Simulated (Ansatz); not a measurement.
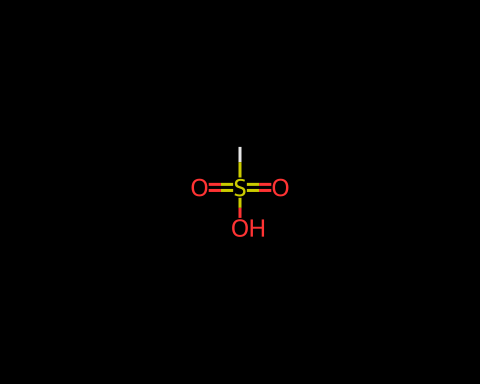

2D structure.

Question: Transcribe the drawing into SMILES.

Answer: CS(=O)(=O)O

Question: Give the formula, hydrogens included.

Answer: CH4O3S.

Question: An optimisation with PBE0-D4/def2-TZVP gave a structure of which point group?

Answer: C1.

The parts below concern this one geometry. Atoms keep their numbers from picture to picture. The geometry was computed by an optimisation with PBE0-D4/def2-TZVP.

## Geometry

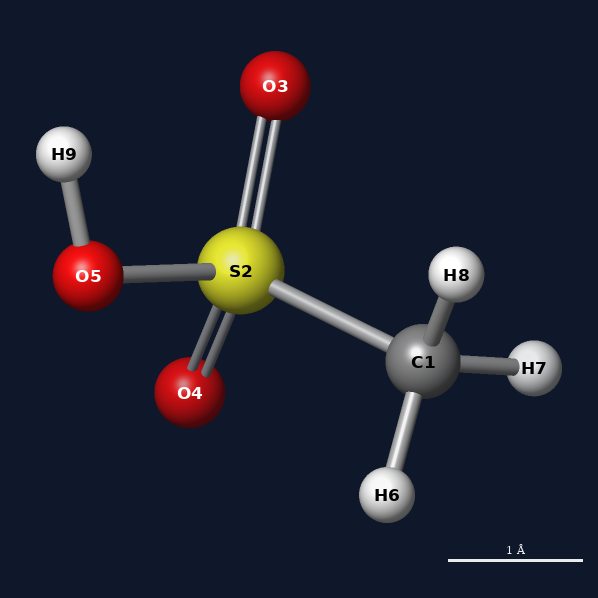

The atoms are numbered.

What are the angles S2–C1–H6, S2–C1–H7, S2–C1–H8, C1–S2–O3, C1–S2–O4, C1–S2–O5, O3–S2–O4, O3–S2–O5, O4–S2–O5, S2–O5–H9?

```tsv
angle	degrees
S2–C1–H6	108.6
S2–C1–H7	106.6
S2–C1–H8	109.3
C1–S2–O3	109.4
C1–S2–O4	108.5
C1–S2–O5	101.2
O3–S2–O4	121.5
O3–S2–O5	107.1
O4–S2–O5	107.1
S2–O5–H9	107.8
```

## Charges

The questions are on Mulliken charges. Properties computed with RKS ωB97M-V/def2-TZVPP (Ansatz 0.2.0).

Give the Mulliken charges atom by atom.

```
atom  value (e)
  C1      −0.33
  S2       0.83
  O3      −0.45
  O4      −0.42
  O5      −0.28
  H6       0.15
  H7       0.15
  H8       0.14
  H9       0.22
```

## Vibrations

Harmonic vibrations computed with RKS PBE0-D4/def2-TZVP (Ansatz 0.2.0) at a stationary point of the same level.

Question: List the wavenumbers.

Answer: 21 modes: 205, 225, 315, 336, 446, 501, 533, 765, 856, 973, 986, 1129, 1231, 1353, 1436, 1448, 1463, 3082, 3186, 3195, 3817 cm⁻¹.

## Thermal motion

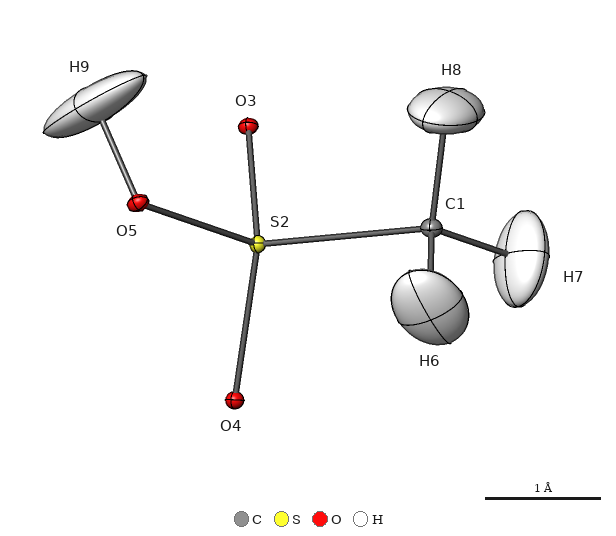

Displacement ellipsoids at the 50 % level, enlarged 1.5 times, from the internal vibrations of the free molecule (harmonic, no overall translation or rotation; no half-axis is drawn under 0.075 Å). Vibrations computed with RKS PBE0-D4/def2-TZVP (Ansatz 0.2.0). Temperature: 0 K (zero-point motion alone).

Question: Which atom has the largest mean-square displacement?

Answer: H9, with U_eq = 0.0288 Å².

Question: Does H9 move more along its bond or across it?

Answer: Across it: the root-mean-square amplitude is 0.072 Å along the bond and up to 0.254 Å across, since bending and torsion are softer than stretching.

List U_eq and the three principal root-mean-square amplitudes for each kind of atom.

```json
{"atom": "C1", "U_eq (Å²)": "0.0014", "rms amplitudes (Å)": "0.036, 0.037, 0.041"}
{"atom": "S2", "U_eq (Å²)": "0.00045", "rms amplitudes (Å)": "0.020, 0.021, 0.022"}
{"atom": "O3", "U_eq (Å²)": "0.0012", "rms amplitudes (Å)": "0.029, 0.034, 0.038"}
{"atom": "O4", "U_eq (Å²)": "0.0011", "rms amplitudes (Å)": "0.029, 0.035, 0.037"}
{"atom": "O5", "U_eq (Å²)": "0.0014", "rms amplitudes (Å)": "0.032, 0.035, 0.043"}
{"atom": "H6", "U_eq (Å²)": "0.0196", "rms amplitudes (Å)": "0.079, 0.135, 0.185"}
{"atom": "H7", "U_eq (Å²)": "0.0199", "rms amplitudes (Å)": "0.079, 0.134, 0.189"}
{"atom": "H8", "U_eq (Å²)": "0.0192", "rms amplitudes (Å)": "0.078, 0.134, 0.183"}
{"atom": "H9", "U_eq (Å²)": "0.0288", "rms amplitudes (Å)": "0.072, 0.130, 0.254"}
```

## Dipole moment

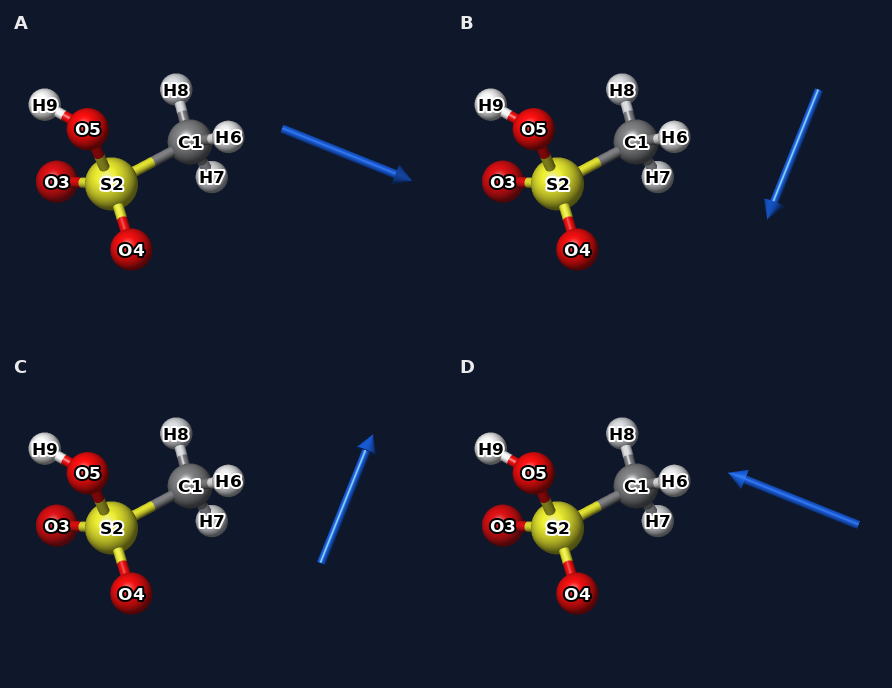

The same molecule four times, each with an arrow. Level of theory: RKS r2SCAN-D4/def2-TZVPP (Ansatz 0.2.0).

Question: Which arrow points along the dipole moment, from the negative to the positive end?

Answer: C. The dipole moment is 3.70 D; it points from the side of O4 to the side of H8 (the outermost atoms at the two ends).

Mulliken values depend strongly on the basis set and can even reverse the polarity of a bond.
